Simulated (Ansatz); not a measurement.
## Single-point calculation of Si$_{2}$NH$_{6}$Br

The run: single-point calculation of Si$_{2}$NH$_{6}$Br. Method and program: RKS PBE0-D4/def2-QZVPP (Ansatz 0.2.0).

The geometry comes from this level: PBE0-D4/def2-TZVP.

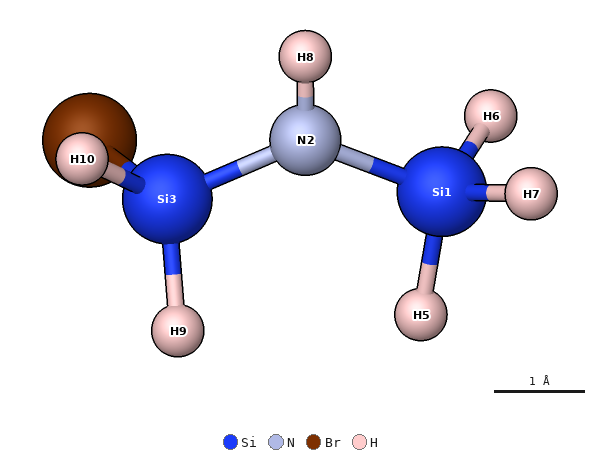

**Figure 1.** The input geometry (ball-and-stick view, seen at an oblique angle; atoms are numbered from 1 in the order of the input). Bond lengths as drawn: Br–Si 2.24 Å, H–N 1.01 Å, H–Si 1.48 to 1.49 Å and N–Si 1.71 to 1.73 Å.

Summary:

- outcome: converged
- total energy: −87378.8329 eV
- mean-field energy: −87378.6138 eV
- dispersion energy: −0.2191 eV
- SCF solution under orbital rotations: stable
- HOMO: −7.96 eV
- LUMO: −0.31 eV
- hardware: 4 threads of Intel Xeon, 15 GiB of memory available, shared host
- wall time: 8 s (CPU time 28 s)
- peak memory: 2.1 GiB

Input:
```yaml
crystal:
  periodic: [false, false, false]
  atoms:
    - {symbol: Si, position_ang: [-0.565706, 1.362390, 0.546143]}
    - {symbol: N, position_ang: [0.210425, -0.187014, 0.626384]}
    - {symbol: Si, position_ang: [0.688592, -1.171633, -0.685144]}
    - {symbol: Br, position_ang: [-0.974321, -2.416415, -1.510143]}
    - {symbol: H, position_ang: [-0.407217, 1.842148, -0.848293]}
    - {symbol: H, position_ang: [-2.011510, 1.288564, 0.884922]}
    - {symbol: H, position_ang: [0.078545, 2.310546, 1.492057]}
    - {symbol: H, position_ang: [0.199387, -0.643818, 1.528467]}
    - {symbol: H, position_ang: [1.141233, -0.307048, -1.794291]}
    - {symbol: H, position_ang: [1.723672, -2.128919, -0.237304]}
basis:
  gaussian: {orbitals: "def2-QZVPP.json"}
hamiltonian: {xc: pbe0, dispersion: d4}
output: {orbitals: {seedname: orbitals}}
```

Log:
```
Functional definition: PBE0
  name "PBE0"
  cite "Adamo & Barone, J. Chem. Phys. 110, 6158 (1999) doi:10.1063/1.478522"
  cite "Perdew, Burke & Ernzerhof, Phys. Rev. Lett. 77, 3865 (1996) doi:10.1103/PhysRevLett.77.3865"
  parent pbe
  parameter a = 0.25
  parameter kappa = 0.804
  parameter beta = 0.06672455060314922
  exchange = (1 - a)*pbe_x(kappa = kappa, mu = beta*pi^2/3) + a*exact_x
  correlation = pbe_c(beta = beta)
1864 factors; their error is unknown
mean field evaluation 1: about -87371.6918 eV, gradient 6.1e1 eV
mean field evaluation 2: about -87358.3137 eV, gradient 9.2e1 eV
mean field evaluation 4: about -87378.4105 eV, gradient 3.1e0 eV
mean field evaluation 8: about -87378.4227 eV, gradient 6.5e-2 eV
mean field evaluation 16: about -87378.6137 eV, gradient 9.6e-6 eV
mean field -87378.61372644 eV, -3211.1048270950 hartree, gradient 9.6e-6 eV, S^2 0.000000; 0 other end points of the search recorded, 0 dependent functions left out
reference -87378.61376793 eV, -3211.1048286199 hartree; 38, 38 occupied and 428, 428 virtual orbitals, 1864 factors
Total energy: -87378.83287730 eV, -3211.1128807407 hartree
```

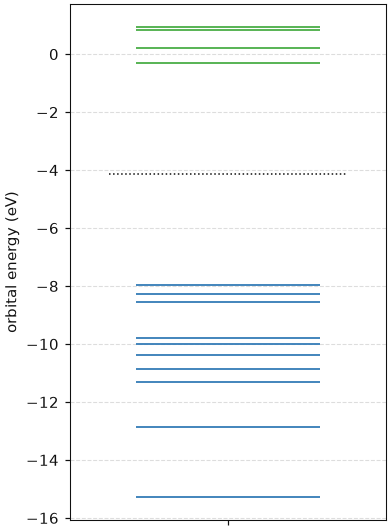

**Figure 2.** Orbital energies near the frontier; the dotted line parts filled from empty levels, and levels within 0.02 eV of each other stand side by side. Highest filled −7.96 eV, lowest empty −0.31 eV, 7.65 eV apart.
